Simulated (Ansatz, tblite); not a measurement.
**AlCl2H (AlHCl2): spin states and exact exchange**

Aim: set other spin states of AlCl2H (AlHCl2) against its singlet, on many levels of theory.

Program: Ansatz 0.2.0, Gaussian basis. Level of theory: as each input shows. These are calculated values, not measurements.

Levels to be run: triplet, at the geometry of the singlet (GFN1-xTB, GFN2-xTB, PBE0-D4/def2-TZVP, PBE-D4/def2-TZVP, r2SCAN-D4/def2-TZVP); the singlet's energies come from earlier runs.

## 1. The geometry

The geometry is that of the singlet, from an earlier relaxation (PBE0-D4/def2-TZVP).

4 atoms, charge 0, spin multiplicity 1.

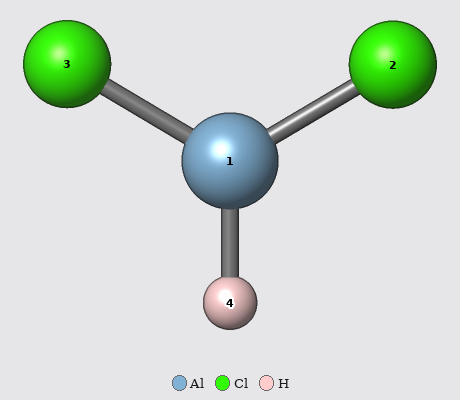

The geometry (aluminium light blue, chlorine green, hydrogen pink); atoms are numbered from 1 in the order of the file.

## 2. Triplet at the fixed geometry, GFN1-xTB

Tight binding, by tblite at 300 K electronic temperature and without a spin-polarisation term:

```python
tblite.interface.Calculator('GFN1-xTB', numbers, positions, charge=0, uhf=2).singlepoint()
```

Energy -279.4753 eV; 0.003 s.

## 3. Triplet at the fixed geometry, GFN2-xTB

Tight binding, by tblite at 300 K electronic temperature and without a spin-polarisation term:

```python
tblite.interface.Calculator('GFN2-xTB', numbers, positions, charge=0, uhf=2).singlepoint()
```

Energy -289.5147 eV; 0.004 s.

## 4. Triplet at the fixed geometry, PBE0-D4/def2-TZVP

Input file in.yaml:

```yaml
crystal:
  periodic: [false, false, false]
  atoms:
    - {symbol: Al, position_ang: [-0.072724, -0.121793, 0.000205]}
    - {symbol: Cl, position_ang: [2.010347, -0.125372, 0.014065]}
    - {symbol: Cl, position_ang: [-1.063354, 1.710668, -0.016105]}
    - {symbol: H, position_ang: [-0.874259, -1.463503, 0.001844]}
basis:
  gaussian: {orbitals: def2-TZVP}
magnetization: {spin_polarized: true, initial_magnetization: 2}
hamiltonian: {xc: pbe0, dispersion: d4}
scf: {omitted_lower_state_checks: [starts]}
output: {orbitals: {seedname: orbitals}}
```

Launch:

```bash
> ansatz run in.yaml --threads 4 --pin off --events-out ev --progress --plain --max-ram 3916MiB
```

What it wrote:

```text
Functional definition: PBE0
  name "PBE0"
  cite "Adamo & Barone, J. Chem. Phys. 110, 6158 (1999) doi:10.1063/1.478522"
  cite "Perdew, Burke & Ernzerhof, Phys. Rev. Lett. 77, 3865 (1996) doi:10.1103/PhysRevLett.77.3865"
  parent pbe
  parameter a = 0.25
  parameter kappa = 0.804
  parameter beta = 0.06672455060314922
  exchange = (1 - a)*pbe_x(kappa = kappa, mu = beta*pi^2/3) + a*exact_x
  correlation = pbe_c(beta = beta)
these checks for a lower state are left out or cut short: starts
859 factors; their error is unknown
mean field evaluation 1: about -31644.6498 eV, gradient 8.6e0 eV
mean field evaluation 2: about -31641.6414 eV, gradient 2.0e1 eV
mean field evaluation 4: about -31645.1513 eV, gradient 3.4e0 eV
mean field evaluation 8: about -31645.3822 eV, gradient 2.9e0 eV
mean field evaluation 16: about -31645.7373 eV, gradient 1.0e-1 eV
mean field -31645.82564035 eV, -1162.9626419718 hartree, gradient 1.6e-5 eV, S^2 2.007097; 0 other end points of the search recorded, 0 dependent functions left out
reference -31645.82567019 eV, -1162.9626430684 hartree; 25, 23 occupied and 92, 94 virtual orbitals, 859 factors
Total energy: -31645.90250548 eV, -1162.9654667131 hartree
Checks for a lower state left out: starts
```

Wall time 2.6 s (4 threads of Arm Neoverse V1, shared host).

From the report: HOMO -3.71 eV, LUMO -7.85 eV (over both spins; with the spin held, an empty level of the minority spin lies below the top filled one); ⟨S²⟩ 2.007 (pure: 2.00).

## 5. Triplet at the fixed geometry, PBE-D4/def2-TZVP

start.molden holds the orbitals of an earlier run on this state, given as this run's starting guess.

Changes to in.yaml since step 4:

```diff
@@ -8,5 +8,5 @@
 basis:
-  gaussian: {orbitals: def2-TZVP}
+  gaussian: {orbitals: def2-TZVP, initial_orbitals: start.molden}
 magnetization: {spin_polarized: true, initial_magnetization: 2}
-hamiltonian: {xc: pbe0, dispersion: d4}
+hamiltonian: {xc: pbe, dispersion: d4}
 scf: {omitted_lower_state_checks: [starts]}
```

Same command.

What it wrote:

```text
Functional definition: PBE
  name "PBE"
  cite "Perdew, Burke & Ernzerhof, Phys. Rev. Lett. 77, 3865 (1996) doi:10.1103/PhysRevLett.77.3865"
  parent pbe
  parameter kappa = 0.804
  parameter beta = 0.06672455060314922
  exchange = pbe_x(kappa = kappa, mu = beta*pi^2/3)
  correlation = pbe_c(beta = beta)
these checks for a lower state are left out or cut short: starts
815 factors; their error is unknown
mean field evaluation 1: about -31643.4555 eV, gradient 9.1e0 eV
mean field evaluation 2: about -31643.5561 eV, gradient 2.3e-1 eV
mean field evaluation 4: about -31643.5541 eV, gradient 4.0e-2 eV
mean field evaluation 8: about -31643.5541 eV, gradient 1.7e-5 eV
mean field -31643.55407358 eV, -1162.8791634329 hartree, gradient 3.9e-6 eV, S^2 2.002996; 0 other end points of the search recorded, 0 dependent functions left out
reference -31643.55411334 eV, -1162.8791648939 hartree; 25, 23 occupied and 92, 94 virtual orbitals, 815 factors
Total energy: -31643.64389514 eV, -1162.8824643141 hartree
Checks for a lower state left out: starts
```

Run time: 2.8 s. Hardware: 4 threads of Arm Neoverse V1, shared host.

From the report: HOMO -2.84 eV, LUMO -8.33 eV (over both spins; with the spin held, an empty level of the minority spin lies below the top filled one); ⟨S²⟩ 2.003 (pure: 2.00).

## 6. Triplet at the fixed geometry, r2SCAN-D4/def2-TZVP

Changes to in.yaml since step 5:

```diff
@@ -10,3 +10,3 @@
 magnetization: {spin_polarized: true, initial_magnetization: 2}
-hamiltonian: {xc: pbe, dispersion: d4}
+hamiltonian: {xc: r2scan, dispersion: d4}
 scf: {omitted_lower_state_checks: [starts]}
```

The command is unchanged.

What it wrote (excerpt; [...] marks lines left out):

```text
Functional definition: r2SCAN
  name "r2SCAN"
  cite "Furness, Kaplan, Ning, Perdew & Sun, J. Phys. Chem. Lett. 11, 8208 (2020) doi:10.1021/acs.jpclett.0c02405"
  cite "Furness, Kaplan, Ning, Perdew & Sun, J. Phys. Chem. Lett. 11, 9248 (2020) doi:10.1021/acs.jpclett.0c03077"
  parent r2scan
[...]
815 factors; their error is unknown
[...]
mean field -31655.10509636 eV, -1163.3036556902 hartree, gradient 1.2e-6 eV, S^2 2.007232; 0 other end points of the search recorded, 0 dependent functions left out
reference -31655.10511081 eV, -1163.3036562212 hartree; 25, 23 occupied and 92, 94 virtual orbitals, 815 factors
Total energy: -31655.12464387 eV, -1163.3043740481 hartree
Checks for a lower state left out: starts
```

It took 7 s on 4 threads of Arm Neoverse V1, shared host.

From the report: HOMO -3.09 eV, LUMO -8.41 eV (over both spins; with the spin held, an empty level of the minority spin lies below the top filled one); ⟨S²⟩ 2.007 (pure: 2.00).

## 7. Triplet less singlet, vertical

The singlet's energies are those of its earlier runs, whose logs aren't repeated here.

```tsv
level	triplet less singlet, vertical (eV)	time
GFN1-xTB	+5.741	0.007 s
GFN2-xTB	+4.967	0.007 s
PBE-D4/def2-TZVP	+5.540	3.4 s
r2SCAN-D4/def2-TZVP	+5.742	8.6 s
PBE0-D4/def2-TZVP	+5.983	3.4 s
```

Times add the two runs; a level without a time comes out of a correlated run. Tight binding without a spin term can't rank spin states.

## 8. Summary of results

| quantity | value |
| --- | --- |
| triplet less singlet, vertical, functionals in def2-TZVP | +5.540 (PBE-D4) to +5.983 eV (PBE0-D4) |

In words: All functionals put the triplet above the singlet, over a spread of 0.443 eV. The checks for a lower triplet were left out, so another state of that spin may lie lower. These are electronic energies, without zero-point motion, entropy or surroundings.
